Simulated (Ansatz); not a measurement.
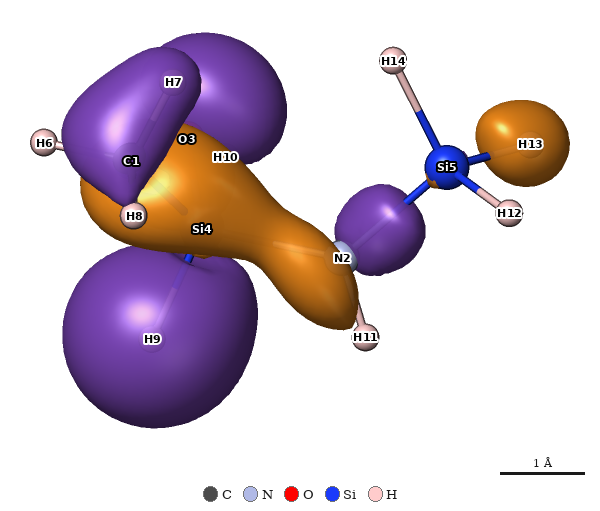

CH₉NOSi₂. The HOMO−1 at ±0.1 Å⁻³ᐟ² (orange and purple are the two phases), seen from one side.

Geometry: B3LYP-D3(BJ)/def2-SVP.

Computed with isolated molecule in a Gaussian basis; Kohn-Sham density functional theory, functional PBE0 (Ansatz).

Input file:

```
crystal:
  periodic: [false, false, false]
  atoms:
    - {symbol: C, position_ang: [-1.147547, -1.470077, -0.881849]}
    - {symbol: "N", position_ang: [0.040377, 1.286377, -0.965840]}
    - {symbol: O, position_ang: [-0.754615, -0.105386, -3.300525]}
    - {symbol: Si, position_ang: [-0.061762, -0.252785, -1.784278]}
    - {symbol: Si, position_ang: [-1.251285, 2.349365, -0.473609]}
    - {symbol: H, position_ang: [-1.206568, -2.423830, -1.429691]}
    - {symbol: H, position_ang: [-2.171078, -1.075211, -0.781462]}
    - {symbol: H, position_ang: [-0.754082, -1.670005, 0.127261]}
    - {symbol: H, position_ang: [1.352924, -0.723273, -1.878223]}
    - {symbol: H, position_ang: [-0.367134, 0.559004, -3.882334]}
    - {symbol: H, position_ang: [0.986489, 1.629372, -0.814254]}
    - {symbol: H, position_ang: [-1.097857, 2.769249, 0.952389]}
    - {symbol: H, position_ang: [-1.323337, 3.598147, -1.293976]}
    - {symbol: H, position_ang: [-2.529299, 1.602485, -0.634390]}
basis:
  gaussian:
    orbitals: def2-SVPD
output:
  forces: true
  orbitals: {seedname: orbitals}
hamiltonian:
  xc: {name: PBE0}
```

Run with:

```sh
ansatz run input.yaml --threads 2 --pin off --max-ram 5220MiB --events-out events.jsonl --progress --plain --runs-dir runs
```

Q: What is the character of this orbital?

A: By Hirshfeld shares it lies mainly on O3 (about 30 %), H9 (about 25 %), Si4 (about 20 %) and C1 (about 10 %). Its energy is −8.65 eV.
